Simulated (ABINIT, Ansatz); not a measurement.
# How the form of the self-energy moves the gap of K2LiAlF6 (Fm-3m)

How much does the gap of K2LiAlF6 (Fm-3m) depend on the approximation to the self-energy?

Method: LDA and many-body steps on it, plane waves, in ABINIT 10.8.3.

## Step 1: The structure

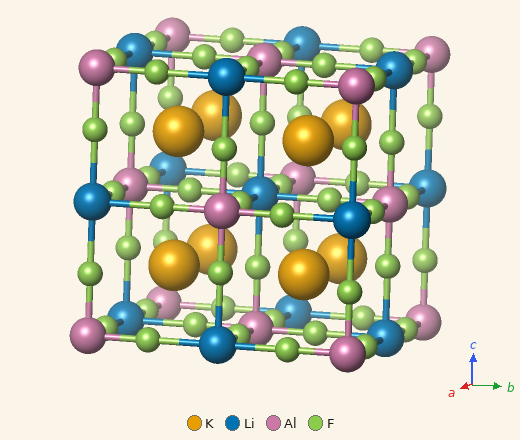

Start, viewed slightly off an axis; potassium orange, lithium blue, aluminium pink, fluorine green. This picture shows the conventional cell, with its axes. Some periodic images of atoms are drawn too.

The cell and positions come from the Crystallography Open Database and are kept as given unless a step says otherwise.

## Step 2: Empty states on the mesh, 2×2×2 mesh, 250 bands

This step: ABINIT 10.8.3; DFT, LDA, plane waves, norm-conserving pseudopotentials.

The sums over transitions need many empty states on a uniform mesh; this step solves for them.

Input file run.abi:

```
acell 3*1.0 Angstrom
rprim 
  0.000000000000 3.921000000000 3.921000000000
  3.921000000000 0.000000000000 3.921000000000
  3.921000000000 3.921000000000 -0.000000000000
ntypat 4
znucl 19 3 13 9
natom 10
typat 1 1 2 3 4 4 4 4 4 4
xred 
  0.250000000000 0.250000000000 0.250000000000
  0.750000000000 0.750000000000 0.750000000000
  0.500000000000 0.500000000000 0.500000000000
  0.000000000000 -0.000000000000 0.000000000000
  0.768900000000 0.231100000000 0.231100000000
  0.231100000000 0.768900000000 0.231100000000
  0.231100000000 0.768900000000 0.768900000000
  0.768900000000 0.231100000000 0.768900000000
  0.231100000000 0.231100000000 0.768900000000
  0.768900000000 0.768900000000 0.231100000000
pp_dirpath "pseudos"
pseudos "K.upf, Li.upf, Al.upf, F.upf"
ecut 36
ngkpt 2 2 2
nshiftk 1
shiftk 0 0 0
kptopt 1
chksymbreak 0
iscf -2
irdden 1
istwfk *1
nband 250
nbdbuf 22
tolwfr 1e-09
nstep 60
prtvol 0
indata_prefix "in"
outdata_prefix "out"
tmpdata_prefix "tmp"
```

On the command line:

```bash
$ OMP_NUM_THREADS=1 mpirun -n 4 abinit run.abi > log
```

Numbers of over 12 decimals in the logs are rounded to 6 here.

Log:

```text
.Version 10.8.3 of ABINIT. v10.8.2 released Aug 2026.

 Symmetries : space group Fm -3 m (#225); Bravais cF (face-center cubic)
[... echo of the input left out ...]
== DATASET  1 ==================================================================
-   mpi_nproc: 4, omp_nthreads: 1 (-1 if OMP is not activated)
-    --> not optimal distribution: autoparal keyword recommended in input file <--

--- !DatasetInfo
iteration_state: {dtset: 1, }
dimensions: {natom: 10, nkpt: 3, mband: 250, nsppol: 1, nspinor: 1, nspden: 1, mpw: 8393, }
cutoff_energies: {ecut:  36.0, pawecutdg:  -1.0, }
[...]
2.89383    2.89383    2.89520    2.89520    2.91995    2.92588    2.92588    2.92588
   2.93208    2.93208    2.93208    2.95540    2.95547    2.95666    2.95675    2.95685
   2.97154    2.98092
 prteigrs : prtvol=0 or 1, do not print more k-points.

== END DATASET(S) ==============================================================
================================================================================

 -outvars: echo values of variables after computation  --------
            nband         250
             nkpt           3
          spgroup         225
 [... the other variables as echoed above ...]

 Calculation completed.
```

The job ended after 3.6 min (4 MPI ranks of Arm Neoverse N1, shared host; peak memory 0.48 GiB).

This step gave:

```
gap                                                           : 7.553 eV
k of the valence top                                          : 0, 0, 0
k of the conduction bottom                                    : 0, 0, 0
least direct gap                                              : 7.553 eV
k points computed                                             : 3
lowest point of the top converged band, above the valence top : 75.7097 eV
```

On this mesh the gap is 7.553 eV.

The density comes from a self-consistent run that is not shown.

## Step 3: Screening, 2×2×2 mesh, 112 bands, screening to 114.3 eV

The RPA dielectric matrix is built and inverted for each q.

This step: RPA screening on LDA, plane waves, norm-conserving pseudopotentials.

run.abi, as its differences from that of step 2:

```diff
@@ -28,10 +28,11 @@
 chksymbreak 0
-iscf -2
-irdden 1
 istwfk *1
-nband 250
-nbdbuf 22
-tolwfr 1e-09
-nstep 60
-prtvol 0
+occopt 1
+irdwfk 1
+optdriver 3
+nband 112
+ecuteps 4.2
+inclvkb 2
+awtr 1
+symchi 1
 indata_prefix "in"
```

Log:

```text
.Version 10.8.3 of ABINIT. v10.8.2 released Aug 2026.

 Symmetries : space group Fm -3 m (#225); Bravais cF (face-center cubic)
[... echo of the input left out ...]
== DATASET  1 ==================================================================
-   mpi_nproc: 4, omp_nthreads: 1 (-1 if OMP is not activated)

--- !DatasetInfo
iteration_state: {dtset: 1, }
dimensions: {natom: 10, nkpt: 3, mband: 112, nsppol: 1, nspinor: 1, nspden: 1, mpw: 8393, }
cutoff_energies: {ecut:  36.0, pawecutdg:  -1.0, }
electrons: {nelect:   6.60000000E+01, charge:   0.00000000E+00, occopt:   1.00000000E+00, tsmear:   1.00000000E-02, }

 SCREENING: Calculation of the susceptibility and dielectric matrices

 Based on a program developped by R.W. Godby, V. Olevano, G. Onida, and L. Reining.
 Incorporated in ABINIT by V. Olevano, G.-M. Rignanese, and M. Torrent.
.Using double precision arithmetic ; gwpc =  8

[... cell and pseudopotentials left out ...]
--------------------------------------------------------------------------------

 ==== K-mesh for the wavefunctions ====
 Number of points in the irreducible wedge :     3
[... list of points left out ...]
 Together with 48 symmetry operations and time-reversal symmetry
 yields     8 points in the full Brillouin Zone.

 ==== Q-mesh for the screening function ====
 Number of points in the irreducible wedge :     3
[... list of points left out ...]
 Together with 48 symmetry operations and time-reversal symmetry
 yields     8 points in the full Brillouin Zone.

 setmesh: FFT mesh size selected  =    40x   40x   40
          total number of points  =        64000

 vcoul_init : cutoff-mode = AUXILIARY_FUNCTION
 q-points for optical limit:   1
     1)      0.000010    0.000020    0.000030

- screening: taking advantage of time-reversal symmetry
- Maximum band index for partially occupied states nbvw = 33
- Remaining bands to be divided among processors   nbcw = 79
- Number of bands treated by each node ~19

 Number of electrons calculated from density =   66.0000; Expected =   66.0000
 average of density, n =  0.081120
 r_s =    1.4331
 omega_plasma =   27.4738 [eV]

 calculating chi0 at frequencies [eV] :
  1    0.000000E+00    0.000000E+00
  2    0.000000E+00    2.747382E+01

--------------------------------------------------------------------------------
  q-point number  1        q = ( 0.000000, 0.000000, 0.000000) [r.l.u.]
--------------------------------------------------------------------------------
[... chi0 elements left out ...]
 For q-point:  0.000010 0.000020 0.000030
  dielectric constant =   2.0524
  dielectric constant without local fields =   2.2002

  Average fulfillment of the sum rule on Im[epsilon] for q-point    1 :     36.56  [%]
[... wings left out ...]
  q-point number  2        q = ( 0.500000, 0.000000, 0.000000) [r.l.u.]
--------------------------------------------------------------------------------
[... chi0 elements left out ...]
  Average fulfillment of the sum rule on Im[epsilon] for q-point    2 :     42.47  [%]

 [... 1 further q-points ...]
```

It took 54 s on 4 MPI ranks; peak memory 1.5 GiB; 3.6 min of CPU time.

This step gave:

```
ε∞ with local fields, on this mesh, along the program's q direction : 2.052
the same without local fields                                       : 2.200
plasma frequency                                                    : 27.47 eV
plane waves in the screening matrix                                 : 331
```

Local fields lower ε∞ by 7 %. On a Γ-centred mesh this coarse the value itself is usually too large, while a short band sum pulls it down.

## Step 4: G0W0, Godby-Needs plasmon pole

The self-energy is evaluated for the states that the input lists, and the levels follow from it, in one-shot runs by the linearised quasiparticle equation.

This step: G0W0 on LDA, plane waves, norm-conserving pseudopotentials.

run.abi, as its differences from that of step 3:

```diff
@@ -31,8 +31,15 @@
 irdwfk 1
-optdriver 3
+optdriver 4
 nband 112
+gwcalctyp 0
+ecutsigx 36
+symsigma 1
+nkptgw 1
+kptgw 
+  0.0000000000 0.0000000000 0.0000000000
+bdgw 
+  31 36
 ecuteps 4.2
-inclvkb 2
-awtr 1
-symchi 1
+irdscr 1
+ppmodel 1
 indata_prefix "in"
```

Log:

```text
.Version 10.8.3 of ABINIT. v10.8.2 released Aug 2026.

 Symmetries : space group Fm -3 m (#225); Bravais cF (face-center cubic)
[... echo of the input left out ...]
== DATASET  1 ==================================================================
-   mpi_nproc: 4, omp_nthreads: 1 (-1 if OMP is not activated)

--- !DatasetInfo
iteration_state: {dtset: 1, }
dimensions: {natom: 10, nkpt: 3, mband: 112, nsppol: 1, nspinor: 1, nspden: 1, mpw: 8393, }
cutoff_energies: {ecut:  36.0, pawecutdg:  -1.0, }
electrons: {nelect:   6.60000000E+01, charge:   0.00000000E+00, occopt:   1.00000000E+00, tsmear:   1.00000000E-02, }

 SIGMA: Calculation of the GW corrections

 Based on a program developped by R.W. Godby, V. Olevano, G. Onida, and L. Reining.
 Incorporated in ABINIT by V. Olevano, G.-M. Rignanese, and M. Torrent.
.Using double precision arithmetic ; gwpc =  8

[... cell and pseudopotentials left out ...]
--------------------------------------------------------------------------------

 ==== K-mesh for the wavefunctions ====
 Number of points in the irreducible wedge :     3
[... list of points left out ...]
 Together with 48 symmetry operations and time-reversal symmetry
 yields     8 points in the full Brillouin Zone.

 ==== Q-mesh for screening function ====
 Number of points in the irreducible wedge :     3
[... list of points left out ...]
 Together with 48 symmetry operations and time-reversal symmetry
 yields     8 points in the full Brillouin Zone.

 vcoul_init : cutoff-mode = AUXILIARY_FUNCTION
 q-points for optical limit:   1
     1)      0.000010    0.000020    0.000030
 setmesh: FFT mesh size selected  =    60x   60x   60
          total number of points  =       216000

 Number of electrons calculated from density =   66.0000; Expected =   66.0000
 average of density, n =  0.081120
 r_s =    1.4331
 omega_plasma =   27.4738 [eV]

 === KS Band Gaps ===
  >>>> For spin  1
   Minimum direct gap =   7.5533 [eV], located at k-point      :   0.0000  0.0000  0.0000
   Fundamental gap    =   7.5533 [eV], Top of valence bands at :   0.0000  0.0000  0.0000
                                       Bottom of conduction at :   0.0000  0.0000  0.0000
 SIGMA fundamental parameters:
 PLASMON POLE MODEL  1
 number of plane-waves for SigmaX                 8393
 number of plane-waves for SigmaC and W            331
 number of plane-waves for wavefunctions          8393
 number of bands                                   112
 number of independent spin polarizations            1
 number of spinorial components                      1
 number of k-points in IBZ                           3
 number of q-points in IBZ                           3
 number of symmetry operations                      48
 number of k-points in BZ                            8
 number of q-points in BZ                            8
 number of frequencies for dSigma/dE                 9
 frequency step for dSigma/dE [eV]                0.25
 number of omega for Sigma on real axis              0
 max omega for Sigma on real axis  [eV]           0.00
 zcut for avoiding poles [eV]                     0.10

 EPSILON^-1 parameters (SCR file):
 dimension of the eps^-1 matrix on file            331
 dimension of the eps^-1 matrix used               331
 number of plane-waves for wavefunctions          8393
 number of bands                                   112
 number of q-points in IBZ                           3
 number of frequencies                               2
 number of real frequencies                          1
 number of imag frequencies                          1

 matrix elements of self-energy operator (all in [eV])

 Perturbative Calculation

--- !SelfEnergy_ee
iteration_state: {dtset: 1, }
kpoint     : [   0.000,    0.000,    0.000, ]
spin       : 1
KS_gap     :    7.553
QP_gap     :   11.930
Delta_QP_KS:    4.376
data: !SigmaeeData |
     Band     E0 <VxcDFT>   SigX SigC(E0)      Z dSigC/dE  Sig(E)    E-E0       E
       31   0.311 -22.825 -30.265   5.070   0.828  -0.208 -24.786  -1.961  -1.650
       32   0.311 -22.825 -30.265   5.070   0.828  -0.208 -24.786  -1.961  -1.650
       33   0.311 -22.825 -30.265   5.070   0.828  -0.208 -24.786  -1.961  -1.650
       34   7.864 -11.404  -6.118  -2.596   0.898  -0.114  -8.989   2.415  10.279
       35  10.340 -10.711  -4.753  -2.508   0.902  -0.109  -7.599   3.112  13.452
       36  10.340 -10.711  -4.753  -2.508   0.902  -0.109  -7.599   3.112  13.452

== END DATASET(S) ==============================================================
================================================================================

 -outvars: echo values of variables after computation  --------
           etotal      0.0000000000E+00
            nband         112
             nkpt           3
          spgroup         225
 [... the other variables as echoed above ...]

 Calculation completed.
```

The job ended after 12 s (4 MPI ranks; peak memory 1.3 GiB; 49 s of CPU time).

Numbers from this step:

| Item | Value |
| --- | --- |
| G0W0 gap on the points computed | 11.93 eV |
| starting gap on the mesh | 7.553 eV |
| k of the valence top | 0, 0, 0 |
| k of the conduction bottom | 0, 0, 0 |
| Z at the valence top | 0.828 |
| Z at the conduction bottom | 0.898 |
| least direct G0W0 gap on the computed points | 11.93 eV |

The gap on the mesh goes from 7.55 eV to 11.93 eV, a correction of +4.38 eV.

## Step 5: G0W0, Hybertsen-Louie plasmon pole

run.abi, as its differences from that of step 4:

```diff
@@ -43,3 +43,3 @@
 irdscr 1
-ppmodel 1
+ppmodel 2
 indata_prefix "in"
```

Log:

```text
.Version 10.8.3 of ABINIT. v10.8.2 released Aug 2026.

 Symmetries : space group Fm -3 m (#225); Bravais cF (face-center cubic)
[... echo of the input left out ...]
== DATASET  1 ==================================================================
-   mpi_nproc: 4, omp_nthreads: 1 (-1 if OMP is not activated)

--- !DatasetInfo
iteration_state: {dtset: 1, }
dimensions: {natom: 10, nkpt: 3, mband: 112, nsppol: 1, nspinor: 1, nspden: 1, mpw: 8393, }
cutoff_energies: {ecut:  36.0, pawecutdg:  -1.0, }
electrons: {nelect:   6.60000000E+01, charge:   0.00000000E+00, occopt:   1.00000000E+00, tsmear:   1.00000000E-02, }

 SIGMA: Calculation of the GW corrections

 Based on a program developped by R.W. Godby, V. Olevano, G. Onida, and L. Reining.
 Incorporated in ABINIT by V. Olevano, G.-M. Rignanese, and M. Torrent.
.Using double precision arithmetic ; gwpc =  8

[... cell and pseudopotentials left out ...]
--------------------------------------------------------------------------------

 ==== K-mesh for the wavefunctions ====
 Number of points in the irreducible wedge :     3
[... list of points left out ...]
 Together with 48 symmetry operations and time-reversal symmetry
 yields     8 points in the full Brillouin Zone.

 ==== Q-mesh for screening function ====
 Number of points in the irreducible wedge :     3
[... list of points left out ...]
 Together with 48 symmetry operations and time-reversal symmetry
 yields     8 points in the full Brillouin Zone.

 vcoul_init : cutoff-mode = AUXILIARY_FUNCTION
 q-points for optical limit:   1
     1)      0.000010    0.000020    0.000030
 setmesh: FFT mesh size selected  =    60x   60x   60
          total number of points  =       216000

 Number of electrons calculated from density =   66.0000; Expected =   66.0000
[...]
number of k-points in BZ                            8
 number of q-points in BZ                            8
 number of frequencies for dSigma/dE                 9
 frequency step for dSigma/dE [eV]                0.25
 number of omega for Sigma on real axis              0
 max omega for Sigma on real axis  [eV]           0.00
 zcut for avoiding poles [eV]                     0.10

 EPSILON^-1 parameters (SCR file):
 dimension of the eps^-1 matrix on file            331
 dimension of the eps^-1 matrix used               331
 number of plane-waves for wavefunctions          8393
 number of bands                                   112
 number of q-points in IBZ                           3
 number of frequencies                               2
 number of real frequencies                          1
 number of imag frequencies                          1

 matrix elements of self-energy operator (all in [eV])

 Perturbative Calculation

--- !SelfEnergy_ee
iteration_state: {dtset: 1, }
kpoint     : [   0.000,    0.000,    0.000, ]
spin       : 1
KS_gap     :    7.553
QP_gap     :   12.638
Delta_QP_KS:    5.085
data: !SigmaeeData |
     Band     E0 <VxcDFT>   SigX SigC(E0)      Z dSigC/dE  Sig(E)    E-E0       E
       31   0.311 -22.825 -30.265   4.373   0.902  -0.109 -25.591  -2.766  -2.455
       32   0.311 -22.825 -30.265   4.373   0.902  -0.109 -25.591  -2.766  -2.455
       33   0.311 -22.825 -30.265   4.373   0.902  -0.109 -25.591  -2.766  -2.455
       34   7.864 -11.404  -6.118  -2.786   0.927  -0.078  -9.085   2.318  10.183
       35  10.340 -10.711  -4.753  -2.742   0.929  -0.076  -7.723   2.988  13.328
       36  10.340 -10.711  -4.753  -2.742   0.929  -0.076  -7.723   2.988  13.328

== END DATASET(S) ==============================================================
================================================================================

 -outvars: echo values of variables after computation  --------
           etotal      0.0000000000E+00
            nband         112
             nkpt           3
          spgroup         225
 [... the other variables as echoed above ...]

 Calculation completed.
```

Elapsed: 12 s, on 4 MPI ranks; peak memory 1.2 GiB.

This step gave:

```
G0W0 gap on the points computed              : 12.64 eV
starting gap on the mesh                     : 7.553 eV
k of the valence top                         : 0, 0, 0
k of the conduction bottom                   : 0, 0, 0
Z at the valence top                         : 0.902
Z at the conduction bottom                   : 0.927
least direct G0W0 gap on the computed points : 12.64 eV
```

Against G0W0 in ABINIT (2×2×2 mesh, 112 bands, screening to 114.3 eV, Godby-Needs plasmon pole), the gap moves by +0.709 eV.

## Step 6: G0W0, Engel-Farid plasmon pole

run.abi, as its differences from that of step 5:

```diff
@@ -43,3 +43,3 @@
 irdscr 1
-ppmodel 2
+ppmodel 4
 indata_prefix "in"
```

Log:

```text
.Version 10.8.3 of ABINIT. v10.8.2 released Aug 2026.

 Symmetries : space group Fm -3 m (#225); Bravais cF (face-center cubic)
[... echo of the input left out ...]
== DATASET  1 ==================================================================
-   mpi_nproc: 4, omp_nthreads: 1 (-1 if OMP is not activated)

--- !DatasetInfo
iteration_state: {dtset: 1, }
dimensions: {natom: 10, nkpt: 3, mband: 112, nsppol: 1, nspinor: 1, nspden: 1, mpw: 8393, }
cutoff_energies: {ecut:  36.0, pawecutdg:  -1.0, }
[...]
34   7.864 -11.404  -6.118  -2.668   0.909  -0.100  -9.026   2.378  10.242
       35  10.340 -10.711  -4.753  -2.545   0.912  -0.096  -7.598   3.113  13.454
       36  10.340 -10.711  -4.753  -2.545   0.912  -0.096  -7.598   3.113  13.454

== END DATASET(S) ==============================================================
================================================================================

 -outvars: echo values of variables after computation  --------
           etotal      0.0000000000E+00
            nband         112
             nkpt           3
          spgroup         225
 [... the other variables as echoed above ...]

 Calculation completed.
```

It took 9.9 s on 4 MPI ranks; peak memory 1 GiB.

Numbers from this step:

- G0W0 gap on the points computed: 11.91 eV
- starting gap on the mesh: 7.553 eV
- k of the valence top: 0, 0, 0
- k of the conduction bottom: 0, 0, 0
- least direct G0W0 gap on the computed points: 11.91 eV

Against G0W0 in ABINIT (2×2×2 mesh, 112 bands, screening to 114.3 eV, Godby-Needs plasmon pole), the gap moves by −0.023 eV.

(Part 1 of 2 ends here.)

[Paths, hosts, dates, memory and timing lines, banners, echoed tables and standing remarks are left out of the program output.]

[Logs are printed without paths, hosts, clocks, repeated set-up lines and the standing remarks that a program may print on its own settings, such as how far it seeks lower states.]

[Runs of the session that timed out or met a known fault of the program may be left out.]

[Hosts, paths, dates, database ids (printed as entryN), source tags and the programs' standing remarks are cut or masked in the printed files.]

[G0W0 gaps are taken among the corrected bands and points alone; a level outside them can change the order at an edge.]

[Where Ansatz stands beside ABINIT at settings called matched, ABINIT's density can come from a denser mesh and the files from another edition; pairs whose starting gaps differed by over 0.03 eV were left out, so agreement reads better than it is.]
